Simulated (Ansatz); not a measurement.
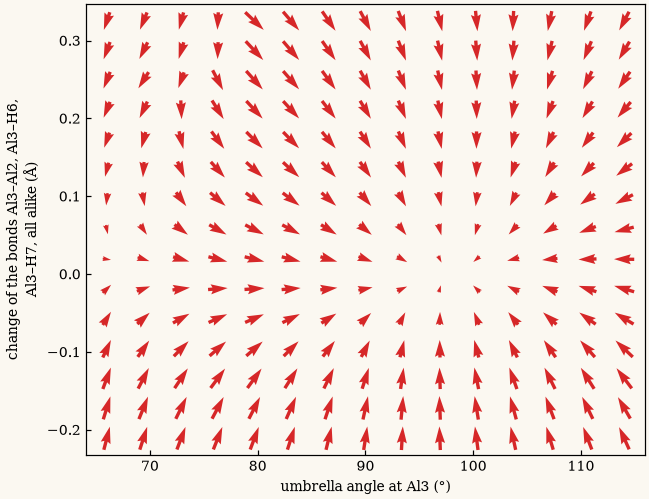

Al₂H₄N, SMILES [NH2][Al][AlH2], spin multiplicity 2. The first coordinate is: umbrella angle at Al3 (between each of its bonds and their common axis; 90 is planar); the second: change of the bonds Al3–Al2, Al3–H6, Al3–H7, all alike. Nothing is relaxed (all other coordinates rigid). The grid has 15 × 15 points. Points are written as (first, second). All numbers below come from UKS PBE-D4/def2-SVP in Ansatz 0.2.0.

Drawn: arrows along the force (downhill), their lengths compressed.

### The arrows alone are given. Where is the energy lowest?

The arrows converge at about (98°, 0.000 Å) (read from the interpolated surface).

The energy map of the same scan:

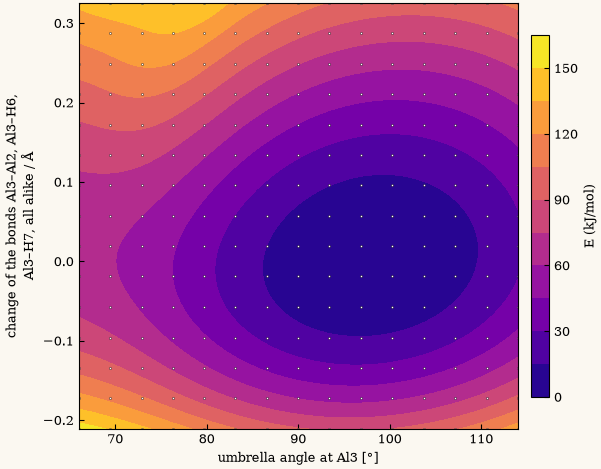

Energies are in kJ/mol, from the relaxed molecule at the same level; between grid points the surface is interpolated.
